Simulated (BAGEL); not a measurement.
# C3H4FN (SMILES NC1(F)C=C1) at HF/def2-SVP (density fitting with qzvpp-jkfit)

What is the energy change on altering one bond length of C3H4FN at HF/def2-SVP (density fitting with qzvpp-jkfit)? 

The results are computed with BAGEL 1.2.2.

1 further run of the same task is left out (set aside as unsound or not needed). Runs told in other sessions of the task aren't counted.

## Step 1: The structure to begin with

C3H4FN: 9 atoms, total charge 0, spin state singlet. SMILES: `NC1(F)C=C1`. Geometry: relaxed at PBE0-D4/def2-TZVP. This is one conformer, not always the lowest.

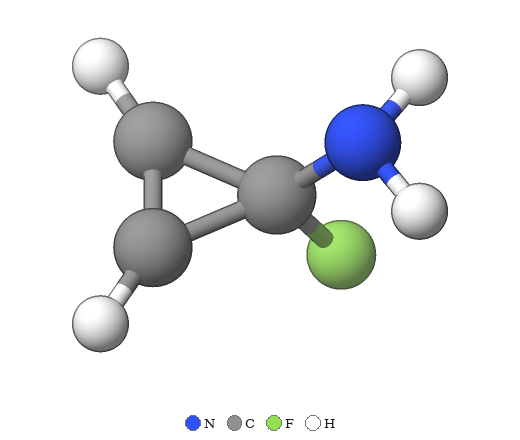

The structure, seen from a chosen angle (nitrogen blue, carbon grey, fluorine green, hydrogen white).

## Step 2: A single-point energy at HF/def2-SVP (density fitting with qzvpp-jkfit)

Input file input.json:

```json
{ "bagel": [

{
  "title": "molecule",
  "basis": "svp",
  "df_basis": "qzvpp-jkfit",
  "angstrom": true,
  "geometry": [
    { "atom": "N", "xyz": [      -0.377300,       0.877100,      -1.013000 ] },
    { "atom": "C", "xyz": [       0.137600,      -0.161200,      -0.210200 ] },
    { "atom": "F", "xyz": [       0.837000,      -1.105900,      -0.986500 ] },
    { "atom": "C", "xyz": [      -0.502200,      -0.673000,       0.994600 ] },
    { "atom": "C", "xyz": [       0.596500,       0.002000,       1.163000 ] },
    { "atom": "H", "xyz": [      -1.009800,       0.505800,      -1.711800 ] },
    { "atom": "H", "xyz": [       0.371800,       1.354900,      -1.499700 ] },
    { "atom": "H", "xyz": [      -1.313600,      -1.240900,       1.419200 ] },
    { "atom": "H", "xyz": [       1.348600,       0.394800,       1.827200 ] }
  ]
},

{ "title": "hf" },

{ "title": "print", "file": "orbitals.molden", "orbitals": true }

]}
```

Command:

```console
$ BAGEL_NUM_THREADS=1 BAGEL input.json > input.out
```

The log of the run:

```text
* using 1 threads per process

  ===============================================================
  ===============================================================

  *** Geometry ***

  { "atom" : "N", "xyz" : [     -0.712994,      1.657479,     -1.914293 ] },
  { "atom" : "C", "xyz" : [      0.260026,     -0.304624,     -0.397220 ] },
  { "atom" : "F", "xyz" : [      1.581701,     -2.089848,     -1.864215 ] },
  { "atom" : "C", "xyz" : [     -0.949020,     -1.271786,      1.879522 ] },
  { "atom" : "C", "xyz" : [      1.127222,      0.003779,      2.197751 ] },
  { "atom" : "H", "xyz" : [     -1.908245,      0.955823,     -3.234833 ] },
  { "atom" : "H", "xyz" : [      0.702600,      2.560390,     -2.834022 ] },
  { "atom" : "H", "xyz" : [     -2.482344,     -2.344961,      2.681899 ] },
  { "atom" : "H", "xyz" : [      2.548485,      0.746064,      3.452908 ] },

  Number of auxiliary basis functions:      451

  Since a DF basis is specified, we compute 2- and 3-index integrals:
    o Being stored without compression. Storage requirement is 0.029 GB

  Number of basis functions:       90
  Number of electrons      :       38

    * METHOD: MOLECULE                             0.22

  *** RHF ***

  === Nuclear Repulsion ===
   167.9019372275

      * DIIS with orbital gradients will be used.

  === RHF iteration (svp) ===
      0       -269.31953390          0.01666968           0.07
      1       -269.47748715          0.00801480           0.07
      2       -269.51285017          0.00157882           0.07
      3       -269.51466919          0.00057524           0.07
      4       -269.51486086          0.00009152           0.07
      5       -269.51487170          0.00004000           0.07
      6       -269.51487301          0.00001487           0.07
      7       -269.51487329          0.00000254           0.07
      8       -269.51487330          0.00000103           0.07
      9       -269.51487330          0.00000043           0.07
     10       -269.51487330          0.00000016           0.07
     11       -269.51487330          0.00000006           0.07
     12       -269.51487330          0.00000003           0.07
     13       -269.51487330          0.00000001           0.07
     14       -269.51487330          0.00000000           0.07
    * SCF iteration converged.

    * Permanent dipole moment:
           (    0.219631,    -0.279888,    -0.312043) a.u.

    * METHOD: HF                                   1.21

    * METHOD: PRINT                                0.02

  ===============================================================
```

Run time: 1.6 s. Hardware: 1 thread of Arm Neoverse V1, shared host; peak memory 0.12 GiB.

## Step 3: The distorted shape, same level

Input file hf.json:

```json
{ "bagel": [

{
  "title": "molecule",
  "basis": "svp",
  "df_basis": "qzvpp-jkfit",
  "angstrom": true,
  "geometry": [
    { "atom": "N", "xyz": [      -0.602922,       0.759264,      -1.212253 ] },
    { "atom": "C", "xyz": [      -0.088022,      -0.279036,      -0.409453 ] },
    { "atom": "F", "xyz": [       0.611378,      -1.223736,      -1.185753 ] },
    { "atom": "C", "xyz": [      -0.727822,      -0.790836,       0.795347 ] },
    { "atom": "C", "xyz": [       0.370878,      -0.115836,       0.963747 ] },
    { "atom": "H", "xyz": [      -1.235422,       0.387964,      -1.911053 ] },
    { "atom": "H", "xyz": [       0.146178,       1.237064,      -1.698953 ] },
    { "atom": "H", "xyz": [      -1.539222,      -1.358736,       1.219947 ] },
    { "atom": "H", "xyz": [       1.348600,       0.394800,       1.827200 ] }
  ]
},

{
  "title": "hf"
},

{
  "title": "print",
  "file": "orbitals.molden",
  "orbitals": true
}

]}
```

Command:

```console
$ BAGEL_NUM_THREADS=1 BAGEL hf.json > hf.out
```

The log of the run:

```text
* using 1 threads per process

  ===============================================================
  ===============================================================

  *** Geometry ***

  { "atom" : "N", "xyz" : [     -1.139357,      1.434801,     -2.290826 ] },
  { "atom" : "C", "xyz" : [     -0.166337,     -0.527302,     -0.773754 ] },
  { "atom" : "F", "xyz" : [      1.155337,     -2.312526,     -2.240748 ] },
  { "atom" : "C", "xyz" : [     -1.375384,     -1.494463,      1.502988 ] },
  { "atom" : "C", "xyz" : [      0.700858,     -0.218898,      1.821218 ] },
  { "atom" : "H", "xyz" : [     -2.334609,      0.733146,     -3.611367 ] },
  { "atom" : "H", "xyz" : [      0.276236,      2.337712,     -3.210556 ] },
  { "atom" : "H", "xyz" : [     -2.908708,     -2.567639,      2.305366 ] },
  { "atom" : "H", "xyz" : [      2.548485,      0.746064,      3.452908 ] },

  Number of auxiliary basis functions:      451

  Since a DF basis is specified, we compute 2- and 3-index integrals:
    o Being stored without compression. Storage requirement is 0.029 GB

  Number of basis functions:       90
  Number of electrons      :       38

    * METHOD: MOLECULE                             0.22

  *** RHF ***

  === Nuclear Repulsion ===
   166.6838862383

      * DIIS with orbital gradients will be used.

  === RHF iteration (svp) ===
      0       -269.26741333          0.01677455           0.07
      1       -269.43031447          0.00814024           0.07
      2       -269.46754765          0.00157219           0.07
      3       -269.46955505          0.00059877           0.07
      4       -269.46977088          0.00010011           0.07
      5       -269.46978534          0.00004045           0.07
      6       -269.46978683          0.00001660           0.07
      7       -269.46978720          0.00000442           0.07
      8       -269.46978723          0.00000181           0.07
      9       -269.46978723          0.00000103           0.07
     10       -269.46978723          0.00000036           0.07
     11       -269.46978723          0.00000017           0.07
     12       -269.46978723          0.00000005           0.07
     13       -269.46978723          0.00000002           0.07
     14       -269.46978723          0.00000001           0.07
    * SCF iteration converged.

    * Permanent dipole moment:
           (    0.219908,    -0.281927,    -0.299946) a.u.

    * METHOD: HF                                   1.21

    * METHOD: PRINT                                0.02

  ===============================================================
```

Wall time 1.6 s (1 thread of Arm Neoverse V1, shared host); peak memory 0.12 GiB.

## Step 4: What came out

At HF/def2-SVP (density fitting with qzvpp-jkfit):

| quantity | value |
| --- | --- |
| first shape: total energy | -269.51487 Eh |
| first shape: dipole moment | 1.20 D |
| first shape: HOMO energy | -10.89 eV |
| first shape: LUMO energy | 4.14 eV |
| first shape: HOMO–LUMO gap | 15.04 eV |
| distorted shape: total energy | -269.46979 Eh |
| distorted shape: dipole moment | 1.19 D |
| distorted shape: HOMO energy | -10.92 eV |
| distorted shape: LUMO energy | 4.06 eV |
| distorted shape: HOMO–LUMO gap | 14.98 eV |
| energy change with the C5–H9 bond stretched from 1.078 to 1.401 Å | 1.227 eV |

With the C5–H9 bond stretched from 1.078 to 1.401 Å the energy rises by 1.23 eV (118 kJ/mol). The first shape isn't relaxed at this level, so the change isn't measured from a minimum.
